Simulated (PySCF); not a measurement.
**C3H4OSi: electronic excitations and core binding energies**

Aim: predict the electronic excitations and core binding energies of C3H4OSi (`O=C1C=C[SiH2]1`).

Programs: PySCF 2.14.0, with density-fitted response routines of our own. Each step states its level of theory. These are calculated values for one molecule in the gas phase, unless marked as measured. Atoms are numbered from 0 throughout.

## (1) Starting geometry

9 atoms, charge 0, multiplicity 1; geometry from: GFN2-xTB.

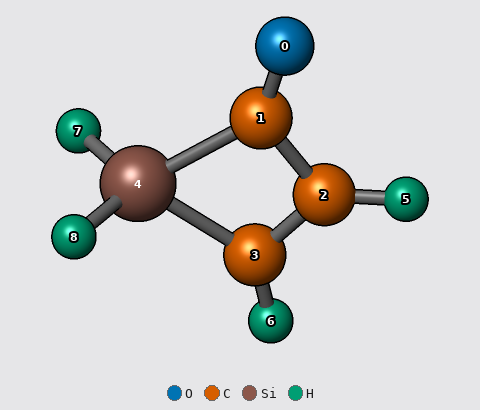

The starting geometry (oxygen blue, carbon orange, silicon brown, hydrogen teal), atoms numbered; sticks join atoms by distance.

## (2) Excited states and response: CAM-B3LYP/def2-SVPD

Job settings and geometry (Å):

```
{"job": {"kind": "uv", "xc": "CAM-B3LYP", "basis": "def2-SVPD", "nstates": 8, "ntriplets": 3}, "charge": 0, "multiplicity": 1}
O     -0.856664     1.988089     1.003400
C     -0.457828     0.971305     0.495744
C     -1.182406    -0.252940     0.091349
C     -0.203433    -1.025894    -0.411611
Si     1.224173     0.201028    -0.126480
H     -2.239302    -0.448364     0.189234
H     -0.327992    -2.016886    -0.819015
H      2.216631    -0.177497     0.874127
H      1.840382     0.767153    -1.321928
```

With the program's defaults for keys left out, this is: TDDFT CAM-B3LYP/def2-SVPD, vertical, gas phase, core orbitals frozen in the response.

The run is started by

```
$ OMP_NUM_THREADS=1 python probes_run.py task.json out
```

The driver reads the jobs from task.json and runs them one after another.

What it wrote:

```text
coarse grid: 8448 points
cycle   1  E = -480.8641126541  dE =  7.909e-01  |g| = 7.488e-01  |ddm| = 4.137e+00
cycle   2  E = -480.5941001146  dE =  2.700e-01  |g| = 1.422e+00  |ddm| = 2.212e+00
cycle   3  E = -480.9869796617  dE = -3.929e-01  |g| = 6.860e-02  |ddm| = 1.645e+00
cycle   4  E = -480.9879145742  dE = -9.349e-04  |g| = 4.747e-02  |ddm| = 1.741e-01
cycle   5  E = -480.9885105374  dE = -5.960e-04  |g| = 9.732e-03  |ddm| = 8.476e-02
cycle   6  E = -480.9885359893  dE = -2.545e-05  |g| = 5.119e-03  |ddm| = 2.316e-02
cycle   7  E = -480.9885440845  dE = -8.095e-06  |g| = 1.268e-03  |ddm| = 1.243e-02
final grid: 78248 points
cycle   8  E = -481.0684002040  dE = -1.297e-05  |g| = 3.507e-03  |ddm| = 4.595e-02
cycle   9  E = -481.0683966849  dE =  3.519e-06  |g| = 5.682e-03  |ddm| = 9.769e-03
cycle  10  E = -481.0684030501  dE = -6.365e-06  |g| = 4.916e-04  |ddm| = 5.540e-03
cycle  11  E = -481.0684031096  dE = -5.948e-08  |g| = 1.287e-04  |ddm| = 7.846e-04
cycle  12  E = -481.0684031164  dE = -6.751e-09  |g| = 4.030e-05  |ddm| = 4.512e-04
cycle  13  E = -481.0684031170  dE = -6.231e-10  |g| = 2.290e-05  |ddm| = 9.498e-05
converged SCF energy = -481.0684031170

Static polarisability (au): isotropic 62.246, principal 44.929 64.675 77.133

Singlet excitations
state   eV       nm        f      main configurations
  1   3.2396    382.7   0.00084   H->L 0.94
  2   5.5268    224.3   0.00201   H->L+2 0.90
  3   5.6665    218.8   0.02111   H->L+1 0.79, H-1->L 0.13
  4   6.0553    204.8   0.00120   H-2->L 0.96
  5   6.2643    197.9   0.16532   H-1->L 0.73, H->L+1 0.09
  6   6.5993    187.9   0.02411   H->L+3 0.76, H->L+4 0.11
  7   7.2628    170.7   0.00226   H-1->L+1 0.94
  8   7.4689    166.0   0.11712   H->L+4 0.52, H->L+5 0.15, H-3->L 0.09

Triplet excitations (Tamm-Dancoff, eV): 2.7461 3.9259 5.1734
```

It took 30 s on 1 thread of Arm Neoverse N1, shared host; peak memory 0.57 GiB.

The orbitals next to the gap, with their largest atomic shares:

| orbital | eV | atoms |
| --- | --- | --- |
| HOMO−3 | -11.79 | Si4 33 %, H7 20 %, H8 20 % |
| HOMO−2 | -10.91 | C3 39 %, Si4 24 %, C2 12 % |
| HOMO−1 | -9.90 | C2 30 %, C3 30 %, O0 15 % |
| HOMO | -8.21 | O0 48 %, C1 19 %, Si4 14 % |
| LUMO | -0.69 | C3 32 %, O0 20 %, C1 18 % |
| LUMO+1 | 0.60 | Si4 40 %, C3 13 %, H8 12 % |
| LUMO+2 | 1.20 | C2 27 %, C1 20 %, Si4 18 % |

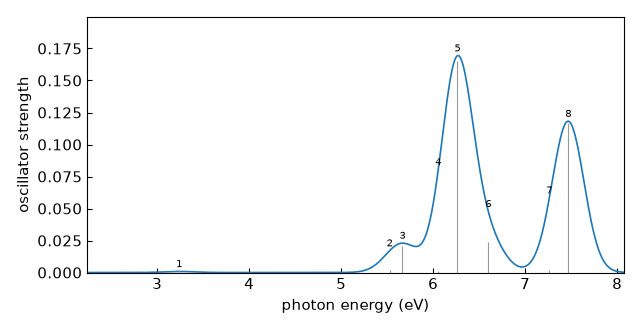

Absorption spectrum from the 8 singlet states computed; above the last one it falls off for lack of states. Lines are broadened to a width of 0.40 eV (Gaussian).

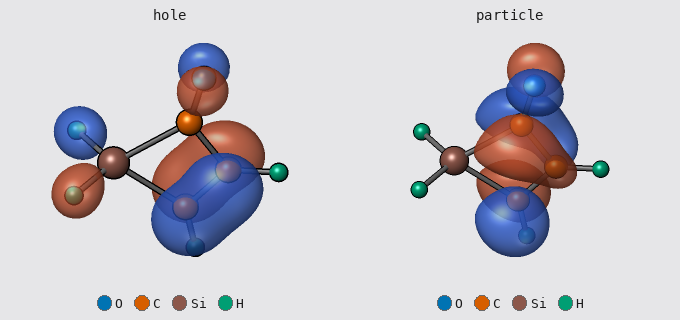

Leading natural transition orbitals of singlet state 5: the electron leaves the hole (left) for the particle orbital (right).

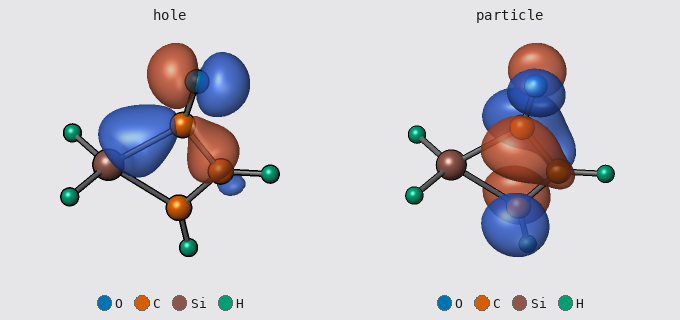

Leading natural transition orbitals of singlet state 1: the electron leaves the hole (left) for the particle orbital (right).

Ground-state properties from the same run:

| property | computed |
| --- | --- |
| dipole moment (D) | 3.51 |
| polarisability (Å³) | 9.22 |
| HOMO–LUMO gap (eV) | 7.52 |
| −ε(HOMO) (eV) | 8.21 |

The fields below are evaluated on a grid from the run's orbitals.

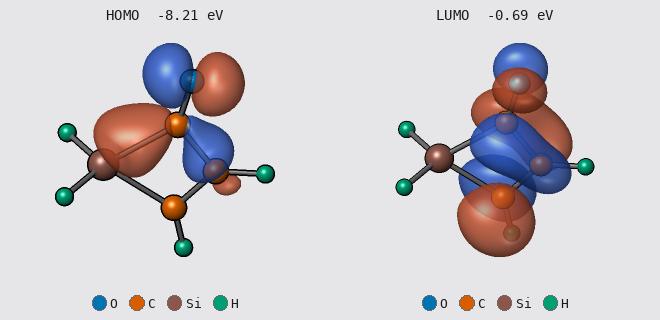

CAM-B3LYP/def2-SVPD orbitals near the gap, drawn at the value that encloses 70 % of each; the two colours are the two signs.

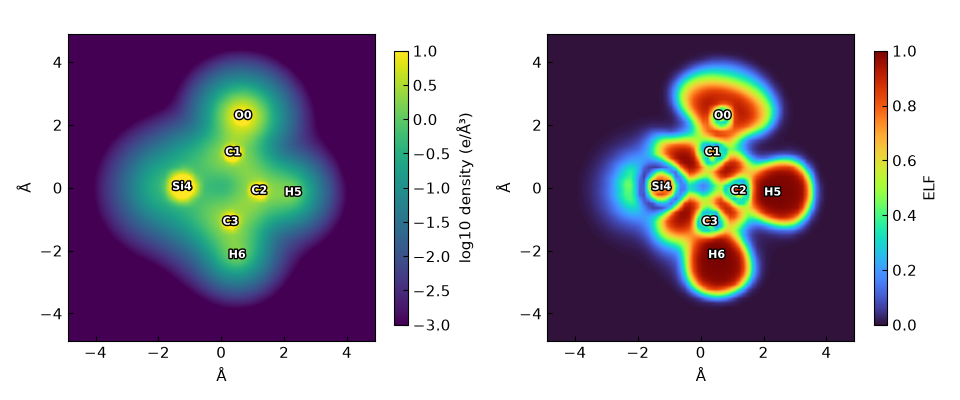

Density (left) and ELF (right) in a plane through or near 7 of the atoms.

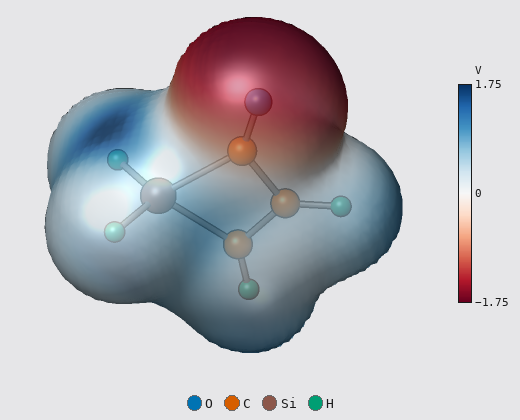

Electrostatic potential on the surface of density 0.002 e/bohr³; red is low, blue high. It runs from -1.75 V near O0 to 1.65 V near Si4.

## (3) Core holes by ΔSCF: SCAN, X2C

Settings changed since step 2:

```diff
@@ -1,2 +1,2 @@
-{"job": {"kind": "uv", "xc": "CAM-B3LYP", "basis": "def2-SVPD", "nstates": 8, "ntriplets": 3}, "charge": 0, "multiplicity": 1}
+{"job": {"kind": "xps"}, "charge": 0, "multiplicity": 1}
 O     -0.856664     1.988089     1.003400
```

With the program's defaults for keys left out, this is: delta-SCF UKS SCAN, pcX-2 on the ionised atom, pcseg-1 elsewhere, spin-free X2C.

What it wrote:

```text
ground state, core basis on atom 0 (O), 125 functions
  cycle   1  E = -481.80318694  |g| = 8.10e-01
  cycle   2  E = -480.27547252  |g| = 2.55e+00
  cycle   3  E = -481.90069288  |g| = 3.17e-01
  cycle   4  E = -481.90994531  |g| = 2.79e-01
  cycle   5  E = -481.93122677  |g| = 6.65e-02
  cycle   6  E = -481.93217202  |g| = 2.43e-02
  cycle   7  E = -481.93234830  |g| = 6.71e-03
  cycle   8  E = -481.93236285  |g| = 2.10e-03
  cycle   9  E = -481.93236369  |g| = 5.12e-04
  cycle  10  E = -481.93236500  |g| = 2.88e-04
  E(ground) = -481.96997853 Eh
hole in O 1s of atom 0
  cycle   1  E = -461.33132484  |g| = 2.22e+00
  cycle   2  E = -460.33653194  |g| = 2.41e+00
  cycle   3  E = -461.85065371  |g| = 7.57e-01
  cycle   4  E = -461.92027675  |g| = 6.40e-01
  cycle   5  E = -462.17153988  |g| = 1.07e-01
  cycle   6  E = -462.17656209  |g| = 5.64e-02
  cycle   7  E = -462.17823199  |g| = 1.07e-02
  cycle   8  E = -462.17828584  |g| = 6.32e-03
  cycle   9  E = -462.17830827  |g| = 1.97e-03
  cycle  10  E = -462.17831073  |g| = 6.19e-04
  cycle  11  E = -462.17831052  |g| = 2.45e-04
  E(ion) = -462.21661379 Eh   <S^2> = 0.7673   hole on atom = 1.000   binding energy = 537.516 eV
ground state, core basis on atom 1 (C), 125 functions
  cycle   1  E = -481.90840729  |g| = 8.58e-02
  cycle   2  E = -481.90296329  |g| = 1.76e-01
  cycle   3  E = -481.90900086  |g| = 3.25e-02
  cycle   4  E = -481.90916552  |g| = 1.57e-02
  cycle   5  E = -481.90923449  |g| = 2.30e-03
  cycle   6  E = -481.90923616  |g| = 6.00e-04
  cycle   7  E = -481.90923673  |g| = 8.06e-05
  E(ground) = -481.94908654 Eh
hole in C 1s of atom 1
  cycle   1  E = -470.58125010  |g| = 1.51e+00
  cycle   2  E = -468.48099998  |g| = 2.33e+00
  cycle   3  E = -470.61487554  |g| = 9.58e-01
  cycle   4  E = -470.82251330  |g| = 8.36e-01
  cycle   5  E = -471.12770742  |g| = 2.15e-01
  cycle   6  E = -471.14369420  |g| = 1.17e-01
  cycle   7  E = -471.15209726  |g| = 2.76e-02
  cycle   8  E = -471.15237081  |g| = 1.83e-02
  cycle   9  E = -471.15261883  |g| = 6.14e-03
  cycle  10  E = -471.15268968  |g| = 3.77e-03
  cycle  11  E = -471.15274862  |g| = 2.44e-03
  cycle  12  E = -471.15277494  |g| = 1.30e-03
  cycle  13  E = -471.15278088  |g| = 5.77e-04
  cycle  14  E = -471.15278140  |g| = 1.83e-04
  E(ion) = -471.19086668 Eh   <S^2> = 0.8145   hole on atom = 1.000   binding energy = 292.746 eV
ground state, core basis on atom 2 (C), 125 functions
  cycle   1  E = -481.90550566  |g| = 6.18e-02
  cycle   2  E = -481.90480041  |g| = 6.15e-02
  cycle   3  E = -481.90498927  |g| = 5.41e-02
  cycle   4  E = -481.90563530  |g| = 1.41e-02
  cycle   5  E = -481.90568228  |g| = 2.28e-03
  cycle   6  E = -481.90568295  |g| = 6.01e-04
  cycle   7  E = -481.90568449  |g| = 1.16e-04
  E(ground) = -481.94628820 Eh
hole in C 1s of atom 2
  cycle   1  E = -470.62815112  |g| = 1.51e+00
  cycle   2  E = -468.88915624  |g| = 2.37e+00
  cycle   3  E = -470.96475865  |g| = 7.22e-01
  cycle   4  E = -470.96143425  |g| = 7.59e-01
  cycle   5  E = -471.19599423  |g| = 1.58e-01
  cycle   6  E = -471.20859573  |g| = 4.99e-02
  cycle   7  E = -471.20990125  |g| = 1.99e-02
  cycle   8  E = -471.21013917  |g| = 6.45e-03
  cycle   9  E = -471.21017660  |g| = 3.44e-03
  cycle  10  E = -471.21019145  |g| = 1.70e-03
  cycle  11  E = -471.21019686  |g| = 7.09e-04
  cycle  12  E = -471.21019676  |g| = 2.59e-04
  E(ion) = -471.24927994 Eh   <S^2> = 0.7933   hole on atom = 1.000   binding energy = 291.080 eV
ground state, core basis on atom 3 (C), 125 functions
  cycle   1  E = -481.90521661  |g| = 6.01e-02
  cycle   2  E = -481.90470057  |g| = 5.04e-02
  cycle   3  E = -481.90478314  |g| = 4.62e-02
  cycle   4  E = -481.90532625  |g| = 1.42e-02
  cycle   5  E = -481.90537301  |g| = 3.02e-03
  cycle   6  E = -481.90537504  |g| = 4.62e-04
  E(ground) = -481.94536140 Eh
hole in C 1s of atom 3
  cycle   1  E = -470.62869852  |g| = 1.51e+00
  cycle   2  E = -468.47784670  |g| = 2.39e+00
  cycle   3  E = -470.68355636  |g| = 1.07e+00
  cycle   4  E = -471.14428875  |g| = 4.40e-01
  cycle   5  E = -471.19828392  |g| = 2.26e-01
  cycle   6  E = -471.22054257  |g| = 3.84e-02
  cycle   7  E = -471.22135781  |g| = 1.13e-02
  cycle   8  E = -471.22147933  |g| = 9.65e-03
  cycle   9  E = -471.22155195  |g| = 4.77e-03
  cycle  10  E = -471.22164507  |g| = 3.92e-03
  cycle  11  E = -471.22171066  |g| = 2.23e-03
  cycle  12  E = -471.22172634  |g| = 8.07e-04
  cycle  13  E = -471.22172762  |g| = 3.72e-04
  E(ion) = -471.26006562 Eh   <S^2> = 0.8342   hole on atom = 1.000   binding energy = 290.762 eV
ground state, core basis on atom 4 (Si), 136 functions
  cycle   1  E = -481.99769113  |g| = 2.86e-01
  cycle   2  E = -481.99739523  |g| = 5.11e-02
  cycle   3  E = -481.99513298  |g| = 1.03e-01
  cycle   4  E = -481.99779919  |g| = 2.22e-02
  cycle   5  E = -481.99788482  |g| = 8.43e-03
  cycle   6  E = -481.99789976  |g| = 1.15e-03
  cycle   7  E = -481.99789936  |g| = 2.46e-04
  E(ground) = -481.99648907 Eh
hole in Si 1s of atom 4
  cycle   1  E = -413.06050048  |g| = 4.35e+00
  cycle   2  E = -412.40817487  |g| = 2.47e+00
  cycle   3  E = -412.66196043  |g| = 1.64e+00
  cycle   4  E = -413.96382954  |g| = 5.94e-01
  cycle   5  E = -414.01431211  |g| = 4.33e-01
  cycle   6  E = -414.11692920  |g| = 1.02e-01
  cycle   7  E = -414.12252435  |g| = 4.10e-02
  cycle   8  E = -414.12314361  |g| = 2.31e-02
  cycle   9  E = -414.12341228  |g| = 4.93e-03
  cycle  10  E = -414.12342453  |g| = 1.80e-03
  cycle  11  E = -414.12342737  |g| = 5.41e-04
  cycle  12  E = -414.12342675  |g| = 2.46e-04
  E(ion) = -414.12966573 Eh   <S^2> = 0.7531   hole on atom = 1.000   binding energy = 1846.750 eV
hole in Si 2p of atom 4
  cycle   1  E = -477.71702759  |g| = 1.23e+00
  cycle   2  E = -476.90959514  |g| = 1.59e+00
  cycle   3  E = -477.61853034  |g| = 9.38e-01
  cycle   4  E = -478.02116689  |g| = 2.11e-01
  cycle   5  E = -478.02412153  |g| = 1.76e-01
  cycle   6  E = -478.04340325  |g| = 3.46e-02
  cycle   7  E = -478.04403810  |g| = 9.18e-03
  cycle   8  E = -478.04405853  |g| = 7.11e-03
  cycle   9  E = -478.04408445  |g| = 1.90e-03
  cycle  10  E = -478.04408662  |g| = 8.64e-04
  cycle  11  E = -478.04408713  |g| = 3.89e-04
  E(ion) = -478.05457744 Eh   <S^2> = 0.7550   hole on atom = 1.002   binding energy = 107.265 eV
  2p3/2 = 107.034 eV   2p1/2 = 107.657 eV
```

Run time: 68 s. Hardware: 1 thread of Arm Neoverse N1, shared host; peak memory 0.43 GiB.

The holes in one table. −ε is the ground-state orbital energy:

| hole | stands for | environment | ΔSCF (eV; 2p as the shell's mean) | −ε (eV) | ⟨S²⟩ |
| --- | --- | --- | --- | --- | --- |
| O1s on O0 | O0 | carbonyl oxygen | 537.52 | 516.6 | 0.767 |
| C1s on C1 | C1 | carbonyl carbon | 292.75 | 275.9 | 0.815 |
| C1s on C2 | C2 | α carbon of a C=C–C=O unit | 291.08 | 274.5 | 0.793 |
| C1s on C3 | C3 | β carbon of a C=C–C=O unit | 290.76 | 274.5 | 0.834 |
| Si1s on Si4 | Si4 | silicon bonded to 2 C, 2 H, in a 4-membered ring | 1846.75 | 1793.7 | 0.753 |
| Si2p on Si4 | Si4 | silicon bonded to 2 C, 2 H, in a 4-membered ring | 107.24 | 96.5 | 0.755 |

With the spin-orbit splitting: Si4 2p3/2 107.03, 2p1/2 107.66 eV. The table gives each 2p level as the mean over the whole 2p shell (two parts 2p3/2, one part 2p1/2), which differs a little from the single hole in the log.

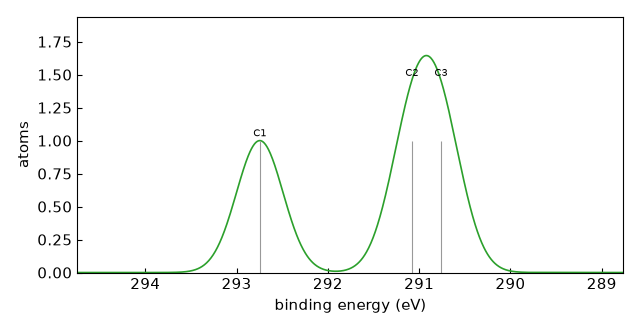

The C1s photoelectron lines, weighted by the number of atoms. Lines are broadened to a width of 0.60 eV (Gaussian).

## (4) Results

```
                                quantity                               value
    lowest singlet (CAM-B3LYP/def2-SVPD)         3.24 eV (383 nm), f = 0.001
brightest single state of those computed         state 5, 6.26 eV, f = 0.165
                          lowest triplet                             2.75 eV
   surface potential, least and greatest                  -1.75 V and 1.65 V
        C1s binding energies, SCAN/pcX-2  C1 292.75, C2 291.08, C3 290.76 eV
        O1s binding energies, SCAN/pcX-2                        O0 537.52 eV
       Si1s binding energies, SCAN/pcX-2                      Si4 1846.75 eV
       Si2p binding energies, SCAN/pcX-2                       Si4 107.24 eV
```

The lowest singlet, at 3.24 eV, is HOMO→LUMO 0.94 and is dark; of the 8 states computed, the strongest absorption comes from state 5 at 6.26 eV (the last state computed is bright too, and its partners may lie past the list). The lowest triplet lies 0.49 eV below the lowest singlet (triplets in Tamm-Dancoff, singlets in full TDDFT). By nearest atom (CAM-B3LYP/def2-SVPD), the HOMO sits on O0 50 %; C1 16 % and the LUMO on C3 30 %; C1 22 %. The C1s levels kept as sound span 1.98 eV, from C3 (β carbon of a C=C–C=O unit) up to C1 (carbonyl carbon).
